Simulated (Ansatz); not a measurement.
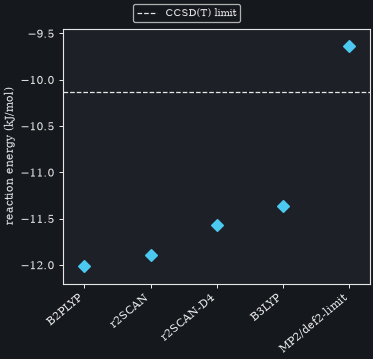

Electronic reaction energy of GeHSeClF₂ ([F][Ge]([F])([Cl])[SeH]) + HBr (Br) → GeBrClF₂ ([F][Ge]([F])([Cl])[Br]) + H₂Se ([SeH2]) (SMILES in brackets) at several levels (functionals in def2-TZVPP unless a basis is named), isolated molecules at PBE0-D4 triple-zeta geometries, minima by their frequencies, no zero-point or thermal terms, the Ansatz code. The line is frozen-core CCSD(T) at the basis limit (MP2 extrapolated from triple and quadruple zeta, plus CCSD(T) less MP2 in a smaller set). B2PLYP holds a correlation term that converges slowly with the basis, so part of the distance to the limit is basis error. No dispersion term is added to B2PLYP, r2SCAN and B3LYP.

What do zero-point energy and temperature add?

Zero-point change 1.1 kJ/mol; at 298.15 K and 1 bar the CCSD(T) limit plus thermal terms gives an enthalpy of reaction of −10.2 and a free energy of −10.5 kJ/mol (harmonic PBE0-D4 modes, ideal gas).

What range do the values span, the line included?

From −12.0 kJ/mol (B2PLYP) to −9.6 kJ/mol (MP2/def2-limit).

Known limits of this run: no scalar relativity up to krypton; outer-core shells are correlated without core-valence functions, which makes the correlated values less sure.
